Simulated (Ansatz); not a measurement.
AsF2H3Si···NH3

Input

```
crystal:
  periodic: [false, false, false]
  atoms:
    - { symbol: Si, position_ang: [-1.167766, -0.580815, -0.160619] }
    - { symbol: "N", position_ang: [1.52913, 0.250216, 1.181205] }
    - { symbol: F, position_ang: [-2.62899, -1.117612, -0.621656] }
    - { symbol: F, position_ang: [-0.274428, -1.922318, 0.050197] }
    - { symbol: H, position_ang: [-1.400371, 0.094312, 1.135299] }
    - { symbol: H, position_ang: [1.181929, 0.720458, 0.34671] }
    - { symbol: As, position_ang: [-0.390068, 0.630995, -1.976235] }
    - { symbol: H, position_ang: [0.88979, 0.447752, 1.945632] }
    - { symbol: H, position_ang: [1.505483, -0.75252, 1.005173] }
    - { symbol: H, position_ang: [-0.320712, 1.915847, -1.164166] }
    - { symbol: H, position_ang: [1.076103, 0.313585, -1.741539] }
basis:
  gaussian: { orbitals: def2-SVP }
hamiltonian:
  xc: r2scan
relax:
  f_tol: 0.03
  max_steps: 50
output:
  orbitals: {}
```

Launched as:

```sh
ansatz run input.yaml --threads 4 --pin off --max-ram 5120MiB --backend cpu --events-out ev --progress --plain --runs-dir out
```

The fields are those of the relaxed geometry.

The calculation used Ansatz, RKS r2SCAN/def2-SVP.

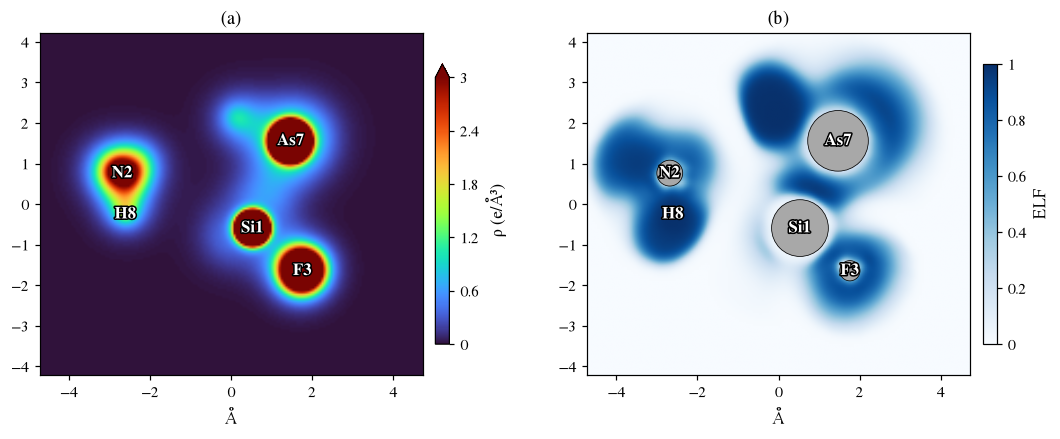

Figure 1. (a) electron density; (b) ELF on the plane of atoms F3, Si1 and As7. Grey discs cover the atomic cores in the ELF map.

**Describe what can be read from this map.**

The section cuts through Si, N, F, As and H sites.
Si1···N2 (3.49 Å): the density falls to about 0.04 e/Å³ on the way; the ELF dips to about 0 between them; a non-bonded, intermolecular contact.
Si–F (1.62 Å): the density is about 1 e/Å³ at the midpoint; the ELF peaks at about 0.85 in the valence shell of F, 0.6 Å from its nucleus, and is about 0.40 at the midpoint.
Si–As (2.35 Å): the density is about 0.68 e/Å³ at the midpoint; the ELF peaks at about 0.95 between the atoms: a shared electron pair.
N–H (1.02 Å): the density is about 2.7 e/Å³ at the midpoint; the ELF climbs to about 1 towards the hydrogen, as it does in any bond to H (an ordinary covalent bond to hydrogen).
The ELF also peaks beside F3, N2 and As7, away from the bonds: lone-pair regions.

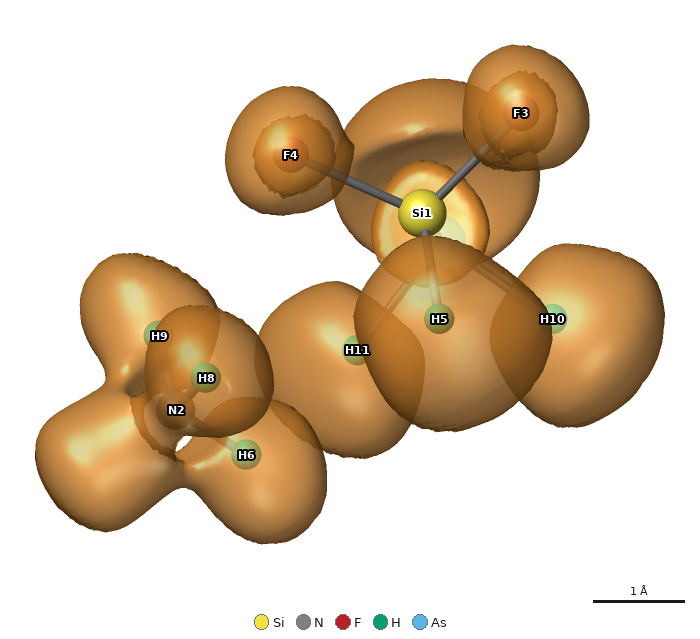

Figure 2. Isosurface of the electron localisation function at 0.8 (orange), seen at an oblique angle. Only the valence region is drawn (cores and ρ < 0.01 e/Å³ removed).

**Describe the localisation domains.**

The ELF exceeds this value in one region between bonded As–Si atoms (shared pairs), three regions around hydrogen nuclei, one lobe on As, pointing away from the bonds (lone pairs), two regions wrapped around F (its lone pairs, merged into a ring or cap) and one joined region spread over several atoms (H, N), in which their bonds and any lone pairs are merged.

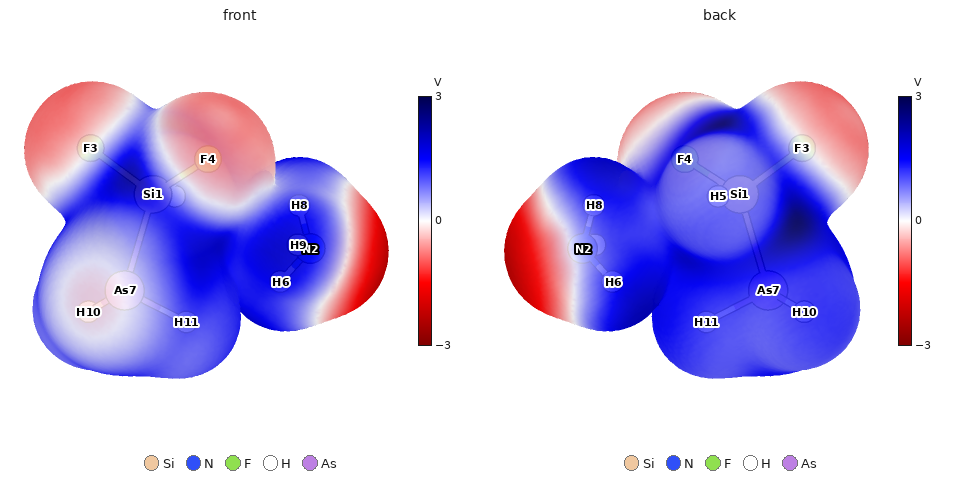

Figure 3. The molecular electrostatic potential painted on the density surface at 0.004 e/bohr³, seen from the front and from behind; the colour scale runs from red (negative) to blue (positive).

**Which sites attract a positive test charge, and which a negative one?**

A positive charge is drawn to the negative regions and a negative charge to the positive ones. The most negative region (about −2.3 V) lies over N2, the most positive (about +2.5 V) over Si1. N2 is the likeliest acceptor of a hydrogen bond.
